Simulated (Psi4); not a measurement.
**CHClF2 (difluorochloromethane) at B3LYP/6-31G(d) (spherical functions)**

We compute energy and gradient of CHClF2 (difluorochloromethane). 

Program for the calculation: Psi4 1.11.

3 further runs of the same task are left out: 3 set aside as unsound or not needed.

**1. The structure to begin with**

CHClF2 has 5 atoms, charge 0, and is taken as a singlet. As SMILES, `FC(F)Cl`. The coordinates come from a PBE0-D4/def2-TZVP relaxation.

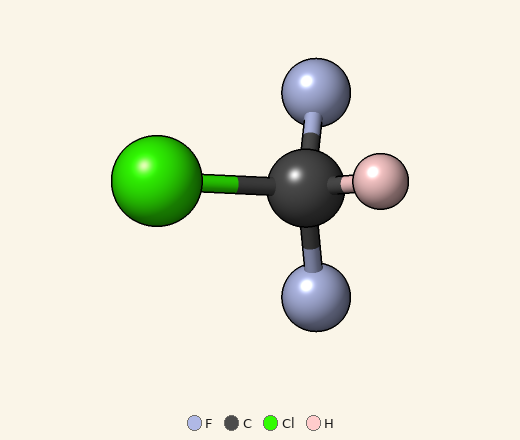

The structure, seen from a chosen angle (fluorine light blue, carbon dark grey, chlorine green, hydrogen pink).

**2. Energy and forces at B3LYP/6-31G(d) (spherical functions)**

Contents of calc.in:

```
memory 1.6 GB

molecule {
  0 1
  F      0.038900    -0.568100     1.222300
  C      0.109400     0.023600     0.028300
  F      0.844200    -0.745900    -0.776900
  Cl    -1.511000     0.208900    -0.640800
  H      0.568600     1.007800     0.125800
  symmetry c1
}

set {
  basis                6-31G*
  puream               true
  e_convergence        1e-09
  d_convergence        1e-08
  scf_type             pk
  dft_radial_points    99
  dft_spherical_points 590
}

energy_value, wavefunction = gradient("b3lyp", return_wfn=True)
oeprop(wavefunction, "LOWDIN_CHARGES", "MULLIKEN_CHARGES", "QUADRUPOLE", title="B3LYP")
print_variables()
```

The run is started by

```bash
$ psi4 -n 1 calc.in calc.out
```

What values should one expect? Wanted: total energy; dipole moment; HOMO energy; LUMO energy; HOMO–LUMO gap; largest force on an atom.

Computed results:

At B3LYP/6-31G* (spherical functions):

| quantity | value |
| --- | --- |
| total energy | -698.56533 Eh |
| dipole moment | 1.40 D |
| HOMO energy | -9.12 eV |
| LUMO energy | 0.46 eV |
| HOMO–LUMO gap | 9.57 eV |
| largest force on an atom | 0.677 eV/Å |

In words: Mulliken charges run from -0.26 on F1 to +0.40 on C2. The largest force is 0.68 eV/Å: the shape isn't a stationary point for this species at this level.
